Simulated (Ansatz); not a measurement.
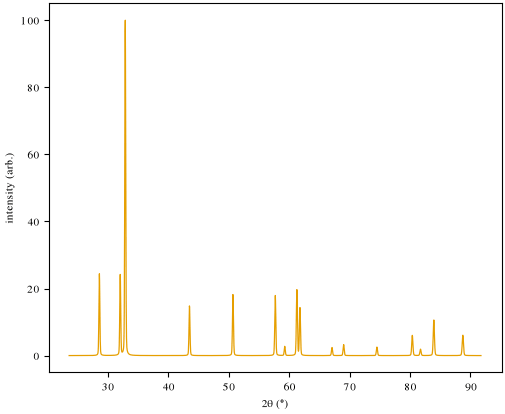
Figure. Simulated powder pattern, Cu Kα, λ = 1.54184 Å

The pattern belongs to a structure relaxed with DFT-PBEsol in the program Ansatz with PAW potentials.

Which compound is it?
A. Si, diamond
B. Ce, fcc (Cu type)
C. Ca, fcc (Cu type)
D. Y, hcp (Mg type)

D, Y, hcp (Mg type)

Space group P6_3/mmc (hcp (Mg type)). The PBEsol relaxation kept the symmetry of its start. The run is not spin-polarised.

Potentials: the later of the program's two PAW sets.
